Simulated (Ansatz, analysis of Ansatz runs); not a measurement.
# Li2CdCl4 (Imma), nudged elastic band: H transfer from Cl to Cl (q = 0), part 2 of 4

How high is the barrier when H changes place in Li2CdCl4 (Imma)? The case: H transfer from Cl to Cl, charge 0, in a cell of 56 host atoms with 1 H put in.

Ansatz 0.2.0; plane-wave PAW DFT, PBEsol; nudged elastic band between two relaxed defect structures.

So far: The starting structure; Relaxation of the start point, charge 0.

## Step 3: Relaxation of the end point, charge 0

Level of this step: plane-wave PAW DFT, PBEsol; relaxation of all atoms of a defect supercell (Ansatz).

The end point is relaxed in the same cell and settings, so that the two energies compare. Atoms more than 3.2 Å from the middle of the hop start where the first relaxation left them, the nearer ones on or close to their ideal places, with small random displacements.

q0_M1.end/input.yaml reads:

```yaml
crystal:
  lattice:
    - [0.0, 7.62069338, 10.46883164]
    - [7.38023042, 0.0, 10.46883164]
    - [7.38023042, 7.62069338, 0.0]
  atoms:
    - { symbol: Li, position: [0.1986377, 0.44219844, 0.05103111] }
    - { symbol: Li, position: [0.40797293, 0.70188289, 0.29799121] }
[... 1 atom line left out ...]
    - { symbol: Li, position: [0.94030393, 0.19642375, 0.80365183] }
[... 3 atom lines left out ...]
    - { symbol: Li, position: [0.875, 0.375, 0.375] }
[... 2 atom lines left out ...]
    - { symbol: Li, position: [0.625, 0.625, 0.625] }
[... 8 atom lines left out ...]
    - { symbol: Cd, position: [0.76312236, 0.75719455, 0.24245269] }
    - { symbol: Cd, position: [9.901e-05, 0.50421184, 0.49585055] }
[... 5 atom lines left out ...]
    - { symbol: Cl, position: [0.63698115, 0.61817834, 0.38182166] }
[... 4 atom lines left out ...]
    - { symbol: Cl, position: [0.99656242, 0.4996538, 0.25343758] }
[... 3 atom lines left out ...]
    - { symbol: Cl, position: [0.86817834, 0.38698115, 0.61301885] }
[... 2 atom lines left out ...]
    - { symbol: Cl, position: [0.7496538, 0.74656242, 0.5003462] }
[... 3 atom lines left out ...]
    - { symbol: Cl, position: [0.50164438, 0.50770279, 0.74776792] }
[... 8 atom lines left out ...]
    - { symbol: Cl, position: [0.75692987, 0.25207764, 0.49230735] }
[... 4 atom lines left out ...]
    - { symbol: H, position: [0.78221, 0.471293, 0.528707] }
basis:
  ecutwfc: 420
  xc_grid: 2
hamiltonian:
  xc: pbesol
kpoints:
  mp_grid: { grid: [1, 1, 1], shift: [0.25, 0.25, 0.25] }
magnetization:
  spin_polarized: true
  initial_magnetization: 1
  spin_locking: { lock_magnetization: hard }
scf:
  occupations: { method: fixed }
  max_iter: 100
output:
  forces: true
relax:
  f_tol: 0.02
  max_steps: 70
  random_displacement: { amplitude: 0.01, seed: 41 }
```

Started as:

```
ansatz run input.yaml --threads 4 --pin off --max-ram 14131MiB --backend cpu --events-out ev --progress --plain --runs-dir out
```

Numbers of over 12 decimals in the logs are rounded to 6 here.

What it wrote:

```text
[...]
Crystal: 57 atoms, lattice volume = 1177.586 Å³
Basis set: ecut = 420 eV, 23051 PW (Γ), exchange–correlation on 180×180×144 points (8 copies of the dense FFT grid, shifted against one another)
Bands: 274, of which v1, the nominal top of the filled ones, is band 217 counted from 1 (216 counted from 0)
Symmetry: 1 space group operations
k-points: 1
[...]
Starting moments: Σ|m| = 1 μB on 57 of 57 sites
[...]
SCF iter   1: F=—  HF=-102799.211946 eV  |F-HF|=—  |Δ(HF+E_count)|=         —  Δρ=4.18e-2 (↑4.10e-2 ↓4.18e-2)  dr2=1.02e2  dr2_m=1.43e-2  M=1.000 μB ∫|m|=1.006 μB  β_m=0.30  ethr=3.10e-3  ⟨swp⟩=5.0  Hψ=1598  notcnv=0  defer=100
[...]
F+E_penalty+E_count = -102763.75886939 eV   max|allowed force component| = 1.118e-2 eV/Å
  atoms:
    - { symbol: Li, position: [0.199646, 0.441652, 0.051822] }
    - { symbol: Li, position: [0.447196, 0.690068, 0.309857] }
[...]
- { symbol: Li, position: [0.903478, 0.360947, 0.329501] }
[...]
- { symbol: Li, position: [0.593764, 0.670602, 0.639162] }
[...]
- { symbol: Cd, position: [0.006573, 0.512220, 0.487952] }
[...]
- { symbol: Cl, position: [0.650029, 0.598802, 0.401229] }
[...]
- { symbol: Cl, position: [0.999759, 0.495379, 0.252567] }
[...]
- { symbol: Cl, position: [0.859307, 0.385992, 0.614267] }
    [... 2 atoms left out ...]
    - { symbol: Cl, position: [0.747473, 0.747449, 0.504751] }
    [... 3 atoms left out ...]
    - { symbol: Cl, position: [0.502206, 0.507497, 0.747948] }
    [... 8 atoms left out ...]
    - { symbol: Cl, position: [0.757448, 0.251922, 0.492630] }
    [... 4 atoms left out ...]
    - { symbol: H, position: [0.760053, 0.468566, 0.531572] }
[key lines of the parts left out:]
SCF converged after 7 iterations
Magnetization: 1.0000 μB (217.0000 up, 216.0000 down)
Free energy (F): -102763.758869 eV
Fermi energy:    6.398624 (↑ 6.398624, ↓ 2.585132) eV
```

Wall time 3.9 min (4 threads of Arm Neoverse V1, shared host); peak memory 3.1 GiB.

Relaxation path:

```tsv
step	energy less that of the first step (eV)	largest force component (eV/Å)
1	0.0000	1.6549
2	-0.8074	1.4361
3	-1.1516	0.5983
4	-1.2012	0.2332
5	-1.2209	0.0831
6	-1.2348	0.1221
7	-1.2376	0.1224
8	-1.2410	0.0261
9	-1.2414	0.0199
10	-1.2418	0.0172
11	-1.2420	0.0112
```

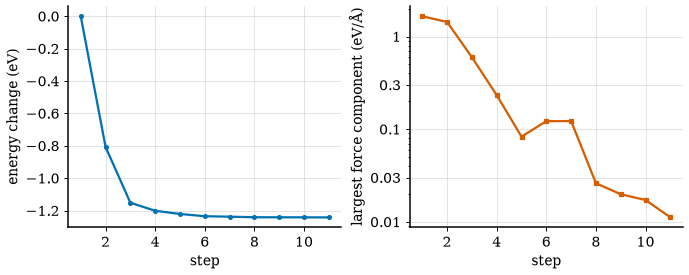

Energy and largest force along the relaxation.

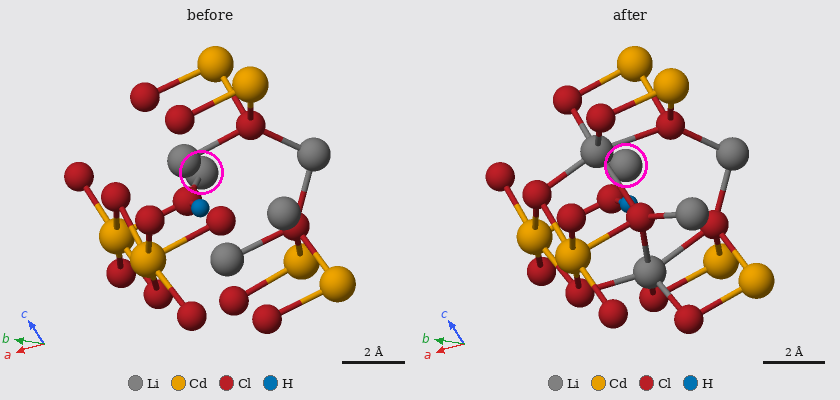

Before and after: the atoms that start within 5 Å of the centre. Li4, which moves most, is ringed if it is among them. Bonds to atoms that aren't drawn are left out.

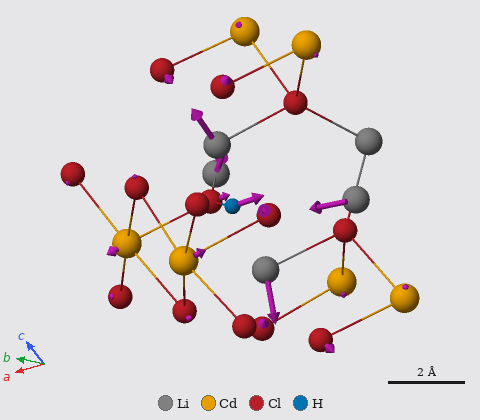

Displacements in the relaxation from the typed sites near the centre, exaggerated, the mean shift taken out; the longest in the cell stands for 0.53 Å. Bonds to atoms that aren't drawn are left out.

The atoms that moved most (Å, from the sites as typed, ahead of the random displacement, the mean shift of all atoms taken out):

```tsv
atom	dx	dy	dz	length
Li4	-0.001	0.436	-0.303	0.531
Li11	0.440	-0.132	0.149	0.483
Li8	-0.440	-0.131	0.149	0.483
Li2	0.000	0.388	0.285	0.481
H57	0.000	-0.149	-0.262	0.301
Cl27	0.000	0.246	-0.068	0.255
Cd21	0.000	-0.013	0.150	0.151
Cd20	0.002	-0.020	-0.148	0.149
```

Neighbours of H57 at the end:

```tsv
atom	distance (Å)
Cl36	1.398
Cl27	1.844
Li11	2.358
Li8	2.359
Cl43	2.984
Cl52	2.988
Cl39	3.365
Cl32	3.367
Cd21	3.409
```

Read from the output:

```yaml
free_energy: -102763.7589 eV
total_moment: 1 μB
integral_of_the_absolute_spin_density: 1.057 μB
spin_contamination: 2.64e-4
r_m_s_move_of_the_farther_half_of_the_atoms: 0.06027 Å
largest_move_from_the_ideal_geometry_of_this_structure_a_common_shift_of_the_far_atoms_taken_out: 0.5257 Å
```

The relaxation gained 1.242 eV and ended with a largest force component of 0.011 eV/Å. The end lies 0.001 eV below the start.

(Continued in part 3 of 4.)

[Logs are printed without paths, hosts, clocks, repeated set-up lines and the standing remarks that a program may print on its own settings, such as how far it seeks lower states.]

[Hosts, paths, dates, database ids (printed as entryN), source tags and the programs' standing remarks are cut or masked in the printed files.]
